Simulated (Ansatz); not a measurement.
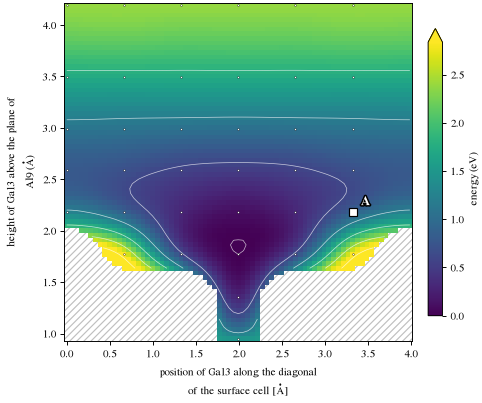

Ga on an Al(100) slab cut from the Fm-3m phase, its upper half relaxed before the scan (12 atoms of substrate and one adsorbate in a 2 × 2 cell). Ga is moved along a line over the surface and along the normal, above a rigid substrate. Coordinates scanned: (1) position of Ga13 along the diagonal of the surface cell, from above Al9; (2) height of Ga13 above the plane of Al9. The scan uses a 6 × 8 grid; 25 points were computed and 12 follow by symmetry. At 11 points there is no value (left out of the scan, as a rule where atoms come close). Points are written as (first, second). Energies: eV, counted from the lowest grid point. Theory: DFT LDA, scalar-relativistic, plane waves, PAW (Ansatz 0.2.0). Settings: cutoff 420 eV, k-mesh 5×5×1, gaussian smearing 0.1 eV, spin-polarised.

Drawn: a smooth colour map with a few white contour lines, dots at the grid points, one colour for all values above the top of the scale, hatched blanks where no value was computed, the point A. Between grid points the surface is interpolated.

Q: Is A at rest? If not, where is it pushed?

A: A, at (3.32 Å, 2.18 Å), is not a stationary point. The computed force is 0.96 eV for each Å towards smaller values of the first coordinate and 1.8 eV for each Å towards larger values of the second coordinate.

PAW datasets: the set soft_1.
